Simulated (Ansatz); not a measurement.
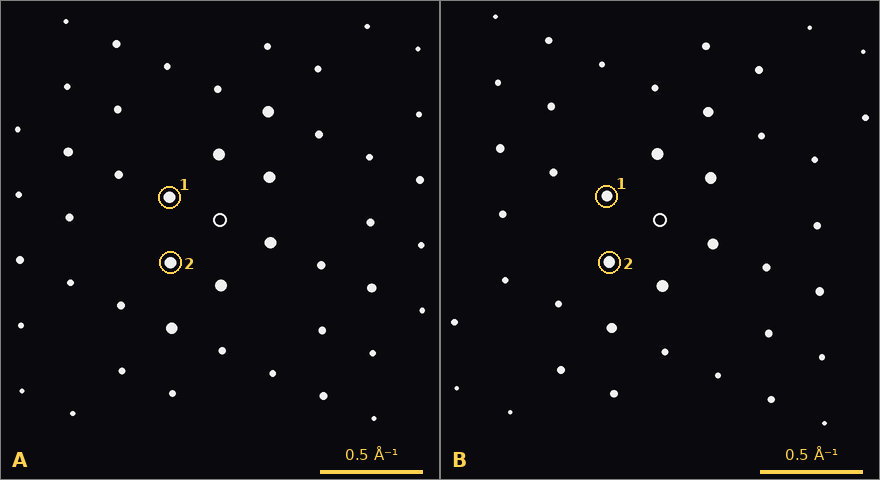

Kinematic electron diffraction patterns (200 kV, B = 0.5 Å², same scale) along [111] of the run's own cell, for the start and the end of one relaxation of LaC with DFT PBE, scalar-relativistic, plane waves, PAW (Ansatz 0.2.0). k mesh 10×10×6. The start is a generated model structure, and the relaxation ends in the nearest stationary point of its symmetry, not necessarily the ground state. Spot 1 is -1 1 0 and spot 2 is -1 0 1 in both.

Start structure:

```
CELL_PARAMETERS angstrom
4.03622 0.00000 0.00000
-2.01811 3.49547 0.00000
0.00000 0.00000 6.61039
ATOMIC_POSITIONS crystal
La 0.66667 0.33333 0.00000
La 0.33333 0.66667 0.50000
C 0.66667 0.33333 0.62520
C 0.33333 0.66667 0.12520
```

Which pattern belongs to the start structure, and which to the relaxed one?

Answer. B is the start: its cell gives d(1) = 3.495 Å, d(2) = 3.090 Å and an angle of 63.8°. A is the relaxed structure, with d(1) = 3.677 Å (+5.2 %), d(2) = 3.117 Å (+0.9 %) and 64.9°.

Summarise the relaxation behind the change.

Answer. The volume changed by -1.6 % to 22.94 Å³ an atom; with the mean shift removed, the atoms moved by up to 0.37 Å relative to the cell (La most); the space group went from P6_3mc (No. 186) to P6_3/mmc (No. 194); the free energy fell by 110 meV an atom. Relaxed cell: a = 4.246 Å, b = 4.246 Å, c = 5.876 Å, α = 90.00°, β = 90.00°, γ = 120.00°.
